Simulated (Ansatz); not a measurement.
# F₂GaH₂N: how energies converge with the basis set

How large a basis does F₂GaH₂N need? Two functionals are run in growing sets.

The runs use Ansatz 0.2.0, Gaussian basis; one geometry, several basis sets.

Plan: PBE0-D4/def2-SVP; ωB97M-V/def2-SVP; PBE0-D4/def2-QZVPP; ωB97M-V/def2-QZVPP; the functionals' def2-TZVPP values are taken from earlier runs.

## 1. The geometry

The geometry comes from an earlier relaxation with PBE0-D4 in a triple-zeta def2 set; it is a stationary point.

SMILES `[NH2][Ga]([F])[F]`, 6 atoms, charge 0, spin multiplicity 1.

Atoms are counted from 1 here; the program's logs count them from 0.

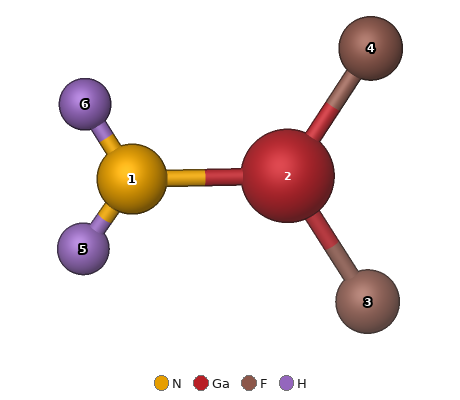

The geometry (nitrogen amber, gallium red, fluorine brown, hydrogen purple); atoms are numbered from 1 in the order of the file.

## 2. PBE0-D4 in def2-SVP

The input, in.yaml:

```yaml
crystal:
  periodic: [false, false, false]
  atoms:
    - {symbol: N, position_ang: [-0.297463, 0.963701, -0.172654]}
    - {symbol: Ga, position_ang: [0.284239, -0.715277, 0.041964]}
    - {symbol: F, position_ang: [1.684991, -1.101638, 0.997658]}
    - {symbol: F, position_ang: [-0.455267, -2.067723, -0.763393]}
    - {symbol: H, position_ang: [0.025128, 1.704833, 0.425698]}
    - {symbol: H, position_ang: [-1.199529, 1.152105, -0.575372]}
basis:
  gaussian: {orbitals: def2-SVP}
hamiltonian: {xc: pbe0, dispersion: d4}
output: {orbitals: {seedname: orbitals}}
```

Further steps of the session: ωB97M-V in def2-SVP; PBE0-D4 in def2-QZVPP; ωB97M-V in def2-QZVPP.

Before running them: what should the planned runs give, taken together? Wanted: PBE0-D4: double and triple zeta above quadruple; ωB97M-V: double and triple zeta above quadruple.

As calculated:

| quantity | value |
| --- | --- |
| PBE0-D4: double and triple zeta above quadruple | 17.12, 1.63 eV |
| ωB97M-V: double and triple zeta above quadruple | 17.21, 1.56 eV |

**Reading.** For PBE0-D4 the step from double to triple zeta gains 15.49 eV and the next only 1.63 eV. These are total energies; as a rule much of such shifts cancels in differences, which this series doesn't test. The LUMO of ωB97M-V is positive and keeps falling with the basis (0.90 to 0.34 eV): an unbound level that the basis holds in place.
